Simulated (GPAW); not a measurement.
Consider KCaCl3 (Cm).

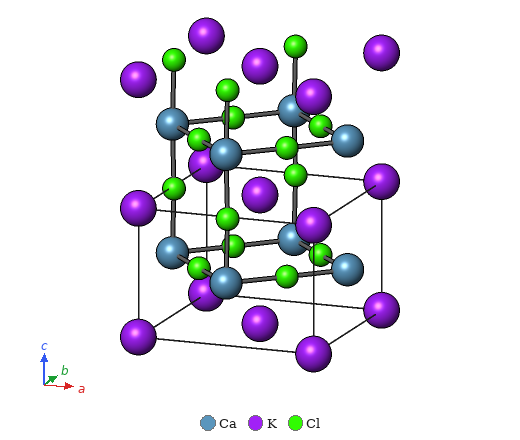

The structure (calcium blue, potassium purple, chlorine green). 1×1×2 conventional cells are drawn. Some periodic images of atoms are drawn too.

```xyz
5
Lattice="3.8229 -3.8243 0.0000 3.8229 3.8243 0.0000 -0.0005 0.0000 5.4065" Properties=species:S:1:pos:R:3 pbc="T T T"
Ca    3.8065    0.0000    2.6233
K     7.6303    0.0000    5.4064
Cl    5.7147   -1.9271    2.6101
Cl    3.8781    0.0000    5.3262
Cl    5.7147    1.9271    2.6101
```

Absorber: atom 2, with 7 Cl at 3.75 to 3.83 Å and 5 Cl at 3.88 to 3.89 Å (distorted cuboctahedral, site symmetry m). Method: GPAW, LDA, full core hole (charged cell), 10-atom cell with 7.6 Å between holes, 3×3×3 k points, dipole transitions, Gaussian full width 0.9 eV up to 4 eV, rising linearly to 3.5 eV at 25 eV.

Question: What does the K K edge look like?

Main maxima up to 30 eV above the zero (height): 4.1 eV (3.36), 5.9 eV (1.31), 12.7 eV (1.63) and 27.4 eV (1.16). A K edge sees empty p states on the absorber. The total-energy difference plus the lowest empty eigenvalue puts the zero at 3612.89 eV. One term is added: -19.73 eV, since the hole is spin-paired here and a spin-polarised one costs that much less in the free atom (computed apart). The photon energy is then 3593.16 eV. The tabulated edge of the element is 3608.4 eV. The functional and the charged cell's background leave an error in such absolute values: in the free atom LDA prices this hole 11.1 eV below PBE (computed apart), and PBE is itself good to a few eV.

The K K spectrum (energy from the lowest empty level; intensity scaled to a mean of 1 over the first 20 eV):

| E (eV) | intensity |
| --- | --- |
| -2.0 | 0.00 |
| -0.5 | 0.00 |
| 1.0 | 0.13 |
| 2.5 | 0.76 |
| 4.0 | 3.32 |
| 5.5 | 1.22 |
| 7.0 | 0.57 |
| 8.5 | 0.14 |
| 10.0 | 0.40 |
| 11.5 | 1.18 |
| 13.0 | 1.61 |
| 14.5 | 1.35 |
| 16.0 | 1.27 |
| 17.5 | 0.81 |
| 19.0 | 0.57 |
| 20.5 | 0.67 |
| 22.0 | 0.97 |
| 23.5 | 1.04 |
| 25.0 | 1.05 |
| 26.5 | 1.13 |
| 28.0 | 1.14 |
| 29.5 | 0.93 |
| 31.0 | 0.69 |

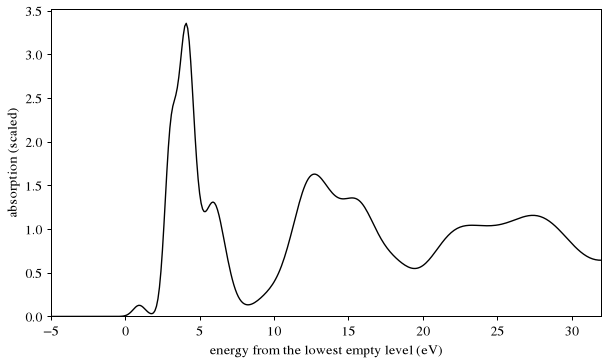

The K K edge.

The mesh is coarse (0.34 Å⁻¹ between points), so small maxima may be mesh ripples. The structure is a computed Materials Project entry and may be a hypothetical form.

[Banner, clock and machine lines of the logs are left out without a mark of their own.]

[Logs are printed without paths, hosts, clocks, repeated set-up lines and the standing remarks that a program may print on its own settings, such as how far it seeks lower states.]

[Hosts, paths, dates, database ids (printed as entryN), source tags and the programs' standing remarks are cut or masked in the printed files.]

[Lists of maxima count a maximum above −3 eV only where it reaches 4 % of the highest in the window and stands out from its surroundings by 2 % of it (1.5 % where it reaches 55 %); shoulders and weaker maxima are passed over, and of the rest the first, up to two pre-edge ones and the few strongest are named.]
